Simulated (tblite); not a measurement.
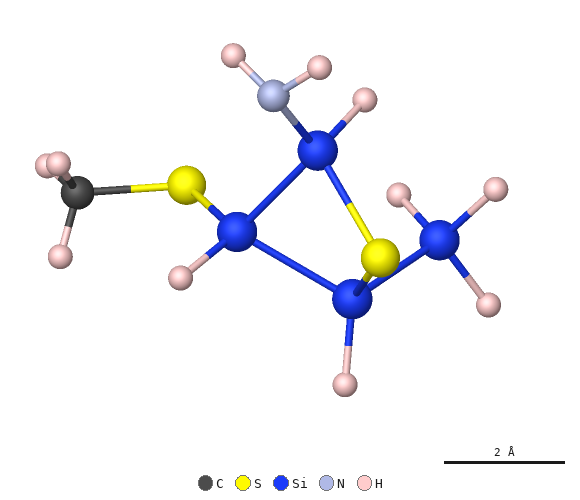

Starting structure of CH$_{11}$NS$_{2}$Si$_{4}$. A ball-and-stick model, seen from a free direction.

The calculation used tblite, GFN2-xTB geometry optimisation, gas phase.

```xyz
19

C     3.0021   -1.8681    0.6089
S     1.3045   -1.2936    1.0086
Si    0.4942   -0.3988   -0.7149
Si   -0.2015    1.7192   -0.5127
N     0.9535    2.9672   -0.9612
S    -1.6748    1.2109   -2.0099
Si   -1.7071   -0.7189   -1.0463
Si   -2.9548   -0.4983    0.8093
H     2.9421   -2.6798   -0.1446
H     3.5039   -2.3056    1.5053
H     3.5797   -1.0142    0.1880
H     1.2492   -0.6906   -1.9405
H    -0.8006    1.9342    0.8332
H     0.4442    3.8838   -0.9502
H     1.7451    2.9538   -0.3018
H    -2.0604   -1.8364   -1.8957
H    -3.4757    0.8847    0.9162
H    -2.2128   -0.8886    2.0067
H    -4.1406   -1.3517    0.6092
```

Question: Predict the outcome.

Answer: The energy falls by 1.030 eV in 205 geometry steps. The largest moves after the best rigid fit, 1.69 Å, are those of S6 and H13. Largest moves by element: S 1.69 Å, H 1.68 Å, Si 0.77 Å, N 0.72 Å, C 0.36 Å. Among the contacts that change: Si3–Si7 2.249 → 2.350 Å, Si3–Si4 2.238 → 2.333 Å, Si7–Si8 2.247 → 2.322 Å, S2–Si3 2.104 → 2.166 Å. Among the angles between lasting bonds that change: Si3–Si4–H13 110.1° → 125.5°, S6–Si7–H16 115.6° → 102.3°, Si7–Si3–H12 110.6° → 123.4°. Groups turn about Si7–Si8 by about 45°, S2–Si3 by about 45°, Si4–S6 by about 40°.

Final geometry:

```xyz
19

C     2.8351   -1.6092    0.8022
S     1.0360   -1.8373    0.8675
Si    0.4480   -0.4515   -0.6904
Si    0.5062    1.8347   -0.2277
N     1.1619    2.6657   -1.5818
S    -1.6542    1.9461   -0.4882
Si   -1.8901   -0.2287   -0.7606
Si   -3.3799   -1.0991    0.7930
H     3.1980   -1.8530   -0.1921
H     3.2659   -2.2879    1.5309
H     3.0827   -0.5825    1.0573
H     1.2557   -0.9025   -1.8393
H     0.7883    2.4308    1.0818
H     0.6631    3.4654   -1.9387
H     2.1552    2.8104   -1.6569
H    -2.3546   -0.3220   -2.1512
H    -4.4653   -0.1858    1.1527
H    -2.6782   -1.4754    2.0209
H    -3.9835   -2.3092    0.2282
```

The end point in the same view:

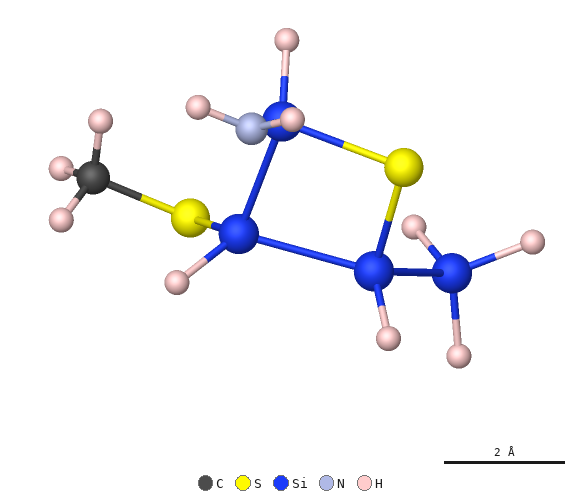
